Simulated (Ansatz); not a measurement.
**InCl2Br (InBrCl2): one molecule under many settings**

How do the results and run time of InCl2Br (InBrCl2) respond when the settings are drawn wide?

Program: Ansatz 0.2.0, Gaussian basis. Level of theory: the settings change from run to run. These are calculated values, not measurements.

1 further run of the same task is left out (set aside as unsound or not needed).

### Step 1. The molecule

The structure was relaxed beforehand with r2SCAN-D4/def2-SVP. In takes a core potential in def2 sets; no spin-orbit term is included.

4 atoms, charge 0, spin multiplicity 1.

Atoms are counted from 1 here; the program's logs count them from 0.

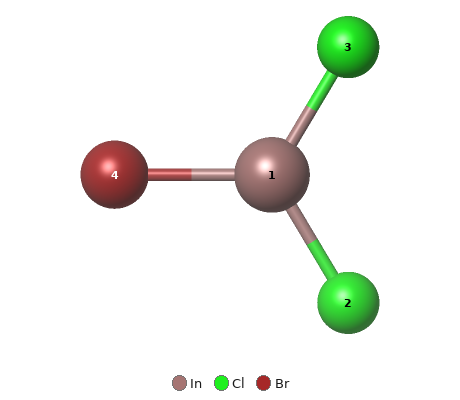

The structure; indium brown, chlorine green, bromine red; atoms are numbered from 1 in the order of the file.

Coordinates:

```
atom     x (Å)     y (Å)     z (Å)
 In1   0.00971   0.01637  -0.00005
 Cl2   2.33763   0.01898   0.01199
 Cl3  -1.10476   2.06013  -0.01803
 Br4  -1.24258  -2.09547   0.00609
```

### Step 2. PBEsol/def2-mTZVP

Set apart from the defaults: charge +1, multiplicity 2, atoms shaken by 0.03 Å, a point charge of 1.00 e beside it, D3(BJ) dispersion.

Input file in.yaml:

```yaml
crystal:
  periodic: [false, false, false]
  atoms:
    - {symbol: In, position_ang: [0.024555, -0.002933, -0.015697]}
    - {symbol: Cl, position_ang: [2.378313, 0.029594, 0.015293]}
    - {symbol: Cl, position_ang: [-1.111141, 1.994172, -0.004928]}
    - {symbol: Br, position_ang: [-1.207326, -2.097149, -0.051934]}
basis:
  gaussian: {orbitals: def2-mTZVP, point_charges: [{charge: 1.00, position_ang: [5.085, -0.372, -0.246]}]}
total_charge: 1
magnetization: {spin_polarized: true, initial_magnetization: 1}
hamiltonian: {xc: {name: PBEsol}, dispersion: d3bj}
```

Started as:

```sh
ansatz run in.yaml --threads 4 --pin off --events-out ev --progress --plain --max-ram 3916MiB
```

The log of the run:

```text
Functional definition: PBEsol
  name "PBEsol"
  cite "Perdew et al., Phys. Rev. Lett. 100, 136406 (2008) doi:10.1103/PhysRevLett.100.136406"
  cite "Perdew, Burke & Ernzerhof, Phys. Rev. Lett. 77, 3865 (1996) doi:10.1103/PhysRevLett.77.3865"
  parent pbesol
  exchange = pbesol_x
  correlation = pbesol_c
1188 factors; their error is unknown
mean field evaluation 1: about -100141.4104 eV, gradient 3.3e1 eV
mean field evaluation 2: about -100077.0634 eV, gradient 1.0e2 eV
mean field evaluation 4: about -100145.8515 eV, gradient 1.6e1 eV
mean field evaluation 8: about -100147.0621 eV, gradient 1.3e1 eV
mean field evaluation 16: about -100148.1670 eV, gradient 1.2e-5 eV
mean field evaluation 32: about -100148.0744 eV, gradient 2.2e0 eV
mean field evaluation 64: about -100148.1154 eV, gradient 3.9e-1 eV
mean field -100148.16697647 eV, -3680.3772535196 hartree, gradient 3.5e-6 eV, S^2 0.751523; 10 other end points of the search recorded, 0 dependent functions left out
reference -100148.16701430 eV, -3680.3772549098 hartree; 45, 44 occupied and 71, 72 virtual orbitals, 1188 factors
Total energy: -100148.23985134 eV, -3680.3799316217 hartree
```

Wall time 62 s (4 threads of Intel Xeon at 2.50GHz, shared host).

⟨S²⟩ 0.752.

### Step 3. wB97X-V/def2-TZVPP

This run has atoms shaken by 0.08 Å, a grid of angular degree 23, finite nuclei.

Input file in.yaml:

```yaml
crystal:
  periodic: [false, false, false]
  atoms:
    - {symbol: In, position_ang: [0.093431, 0.014669, -0.087736]}
    - {symbol: Cl, position_ang: [2.276818, 0.049094, 0.065745]}
    - {symbol: Cl, position_ang: [-1.253249, 2.148085, -0.038011]}
    - {symbol: Br, position_ang: [-1.151540, -2.098152, -0.050492]}
basis:
  gaussian: {orbitals: def2-TZVPP, final_grid: {core_spheres: 8, valence_spheres: 7, degree: 23}, nuclear_model: gaussian}
hamiltonian: {xc: {name: wB97X-V}}
output: {forces: true}
```

Launched as before.

The log of the run:

```text
Functional definition: wB97X-V
  name "wB97X-V"
  cite "Mardirossian & Head-Gordon, Phys. Chem. Chem. Phys. 16, 9904 (2014) doi:10.1039/C3CP54374A"
  cite "Becke, J. Chem. Phys. 107, 8554 (1997) doi:10.1063/1.475007"
  cite "Vydrov & Van Voorhis, J. Chem. Phys. 133, 244103 (2010) doi:10.1063/1.3521275"
  parameter omega = 0.3/bohr
  parameter cx = 0.167
  parameter cx1 = 0.603
  parameter cx2 = 1.194
  parameter css0 = 0.556
  parameter css1 = -0.257
  parameter cos0 = 1.219
  parameter cos1 = -1.850
  parameter b = 6.0
  parameter c = 0.01
  exchange = spin_sum(e_x_unif_sr(omega)*poly(b97_u_x, 1 - cx, cx1, cx2)) + cx*exact_x_sr(omega) + exact_x_lr(omega)
  correlation = spin_sum(e_c_pw_same_spin*poly(b97_u_same, css0, css1))
      + integral(e_c_pw_opposite_spin*poly(b97_u_opposite, cos0, cos1)) + vv10(b, c)
1485 factors; their error is unknown
215 factors; integrals over basis functions are off by at most 5.2e-5 eV
mean field evaluation 1: about -100257.1178 eV, gradient 2.5e1 eV
mean field evaluation 2: about -100257.7955 eV, gradient 2.3e1 eV
mean field evaluation 4: about -100258.8629 eV, gradient 5.2e-1 eV
mean field evaluation 8: about -100259.2139 eV, gradient 4.7e-2 eV
mean field evaluation 16: about -100259.2139 eV, gradient 4.4e-5 eV
mean field -100259.21389202 eV, -3684.4581523958 hartree, gradient 4.4e-5 eV, S^2 0.000000; 0 other end points of the search recorded, 0 dependent functions left out
the calculation of the forces begins
reference -100259.21388950 eV, -3684.4581523030 hartree; 45, 45 occupied and 137, 137 virtual orbitals, 1485 factors
Total energy: -100259.21388950 eV, -3684.4581523030 hartree
Atom 0 at     0.093431     0.014669    -0.087736 Å, force    -3.127428     1.342833     0.089176 eV/Å
Atom 1 at     2.276818     0.049094     0.065745 Å, force     1.740584     0.119632     0.062347 eV/Å
Atom 2 at    -1.253249     2.148085    -0.038011 Å, force     1.211064    -1.871113    -0.089902 eV/Å
Atom 3 at    -1.151540    -2.098152    -0.050492 Å, force     0.175780     0.408648    -0.061621 eV/Å
Dipole moment:     0.233341    -0.246317    -0.067052 e Å
```

Run time: 34 s. Hardware: 4 threads of Intel Xeon at 2.50GHz, shared host; peak memory 0.71 GiB.

Largest force 3.405 eV/Å, dipole 1.66 D.

### Step 4. PBE0/def2-TZVPP

This run has charge -1, multiplicity 2, the search for lower states set to off.

Input file in.yaml:

```yaml
crystal:
  periodic: [false, false, false]
  atoms:
    - {symbol: In, position_ang: [0.009713, 0.016368, -0.000045]}
    - {symbol: Cl, position_ang: [2.337625, 0.018980, 0.011985]}
    - {symbol: Cl, position_ang: [-1.104762, 2.060126, -0.018033]}
    - {symbol: Br, position_ang: [-1.242576, -2.095474, 0.006093]}
basis:
  gaussian: {orbitals: def2-TZVPP}
total_charge: -1
magnetization: {spin_polarized: true, initial_magnetization: 1}
hamiltonian: {xc: {name: PBE0}}
scf: {lower_state_search: off}
```

Launched as before.

The log of the run:

```text
Functional definition: PBE0
  name "PBE0"
  cite "Adamo & Barone, J. Chem. Phys. 110, 6158 (1999) doi:10.1063/1.478522"
  cite "Perdew, Burke & Ernzerhof, Phys. Rev. Lett. 77, 3865 (1996) doi:10.1103/PhysRevLett.77.3865"
  parent pbe
  parameter a = 0.25
  parameter kappa = 0.804
  parameter beta = 0.06672455060314922
  exchange = (1 - a)*pbe_x(kappa = kappa, mu = beta*pi^2/3) + a*exact_x
  correlation = pbe_c(beta = beta)
these checks for a lower state are left out or cut short: stability, starts, cluster_reference, orbital_swaps, neighbouring_geometries, increment
1306 factors; integrals over basis functions are off by at most 9.2e-4 eV
mean field evaluation 1: about -100255.3261 eV, gradient 1.0e1 eV
mean field evaluation 2: about -100255.2127 eV, gradient 1.1e1 eV
mean field evaluation 4: about -100255.7226 eV, gradient 2.8e-1 eV
mean field evaluation 8: about -100255.7841 eV, gradient 6.9e-2 eV
mean field evaluation 16: about -100255.7841 eV, gradient 3.4e-5 eV
mean field -100255.78406910 eV, -3684.3321087284 hartree, gradient 8.8e-6 eV, S^2 0.752334; 0 other end points of the search recorded, 0 dependent functions left out
reference -100255.78410547 eV, -3684.3321100649 hartree; 46, 45 occupied and 136, 137 virtual orbitals, 1306 factors
Total energy: -100255.78410547 eV, -3684.3321100649 hartree
Checks for a lower state left out: stability, starts, cluster_reference, orbital_swaps, neighbouring_geometries, increment
```

It took 20 s on 4 threads of Intel Xeon at 2.50GHz, shared host.

⟨S²⟩ 0.752.

### Step 5. PBE0/x2c-TZVPPall

Options: atoms shaken by 0.08 Å, D3(BJ) dispersion.

Input file in.yaml:

```yaml
crystal:
  periodic: [false, false, false]
  atoms:
    - {symbol: In, position_ang: [0.015958, 0.154743, 0.087840]}
    - {symbol: Cl, position_ang: [2.405532, 0.091774, 0.023153]}
    - {symbol: Cl, position_ang: [-1.213508, 2.133243, -0.098633]}
    - {symbol: Br, position_ang: [-1.252084, -2.126933, -0.086835]}
basis:
  gaussian: {orbitals: x2c-TZVPPall}
hamiltonian: {xc: {name: PBE0}, dispersion: d3bj}
scf: {omitted_lower_state_checks: [starts]}
output: {forces: true}
```

Launched as before.

The log of the run:

```text
Functional definition: PBE0
  name "PBE0"
  cite "Adamo & Barone, J. Chem. Phys. 110, 6158 (1999) doi:10.1063/1.478522"
  cite "Perdew, Burke & Ernzerhof, Phys. Rev. Lett. 77, 3865 (1996) doi:10.1103/PhysRevLett.77.3865"
  parent pbe
  parameter a = 0.25
  parameter kappa = 0.804
  parameter beta = 0.06672455060314922
  exchange = (1 - a)*pbe_x(kappa = kappa, mu = beta*pi^2/3) + a*exact_x
  correlation = pbe_c(beta = beta)
these checks for a lower state are left out or cut short: starts
1704 factors; their error is unknown
mean field evaluation 1: about -256051.7029 eV, gradient 2.5e1 eV
mean field evaluation 2: about -256049.8176 eV, gradient 4.0e1 eV
mean field evaluation 4: about -256053.4396 eV, gradient 8.3e-1 eV
mean field evaluation 8: about -256053.4409 eV, gradient 1.8e-2 eV
mean field evaluation 16: about -256054.1516 eV, gradient 4.7e-5 eV
mean field -256054.15155357 eV, -9409.8165098562 hartree, gradient 4.7e-5 eV, S^2 0.000000; 0 other end points of the search recorded, 0 dependent functions left out
the calculation of the forces begins
reference -256054.15158134 eV, -9409.8165108768 hartree; 59, 59 occupied and 133, 133 virtual orbitals, 1704 factors
Total energy: -256054.27191153 eV, -9409.8209329297 hartree
Relativity: scalar
Atom 0 at     0.015958     0.154743     0.087840 Å, force     0.037693    -0.995646    -0.414696 eV/Å
Atom 1 at     2.405532     0.091774     0.023153 Å, force    -1.181977     0.070421     0.107526 eV/Å
Atom 2 at    -1.213508     2.133243    -0.098633 Å, force     0.354991    -0.497304     0.128476 eV/Å
Atom 3 at    -1.252084    -2.126933    -0.086835 Å, force     0.789293     1.422530     0.178694 eV/Å
Dipole moment:    -0.022380     0.075155     0.114212 e Å
Checks for a lower state left out: starts
```

Wall time 26 s (4 threads of Intel Xeon at 2.50GHz, shared host); peak memory 0.81 GiB.

Largest force 1.637 eV/Å, dipole 0.67 D.

### Step 6. The runs in one table

```
             level  charge  multiplicity              geometry  functions  energy (eV)  time
 PBEsol/def2-mTZVP       1             2  shaken, point charge        116  -100148.240  62 s
wB97X-V/def2-TZVPP       0             1                shaken        182  -100259.214  34 s
   PBE0/def2-TZVPP      -1             2               relaxed        182  -100255.784  20 s
 PBE0/x2c-TZVPPall       0             1                shaken        192  -256054.272  26 s
```

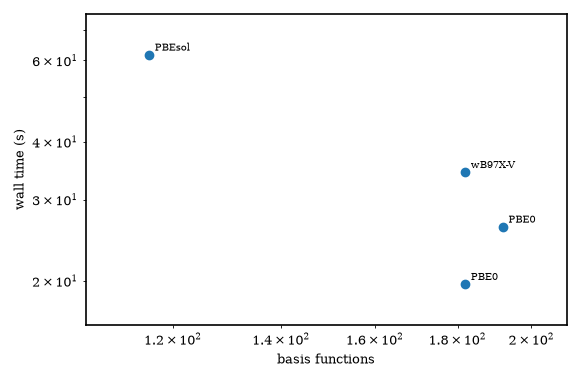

Wall time against the number of basis functions (shared host).

### Step 7. Results

| quantity | value |
| --- | --- |
| runs | 4 |
| quickest | PBE0/def2-TZVPP, 20 s |
| slowest | PBEsol/def2-mTZVP, 62 s |

**Reading.** The runs differ in state or geometry as well as level, so their energies can't be set against each other. Run time spans a factor of 3, from PBE0/def2-TZVPP to PBEsol/def2-mTZVP. The jobs differ in tasks and options as well as level.
